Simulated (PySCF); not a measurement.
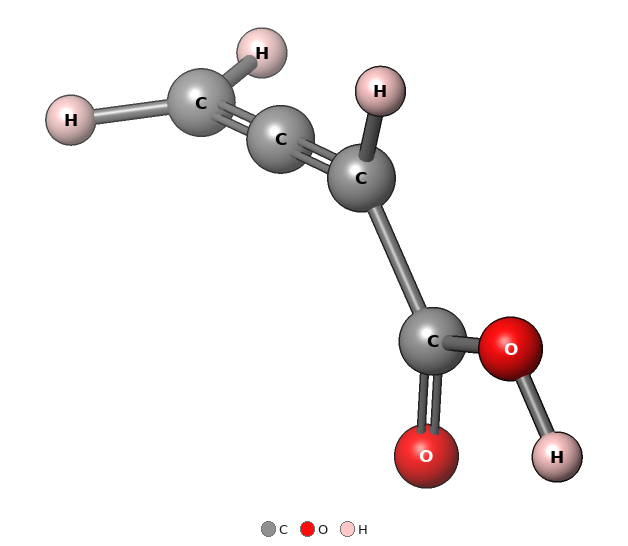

Depth is shown by fading: the farther an atom, the more it takes the colour of the background. The computed structure is the end point of a GFN2-xTB optimisation. No frequency run is at hand to confirm it as a minimum.

> Which symmetry elements does this geometry have?

It has 1 mirror plane, so the point group is Cs. The group has 2 operations. The geometry is achiral, and symmetry allows a dipole moment.
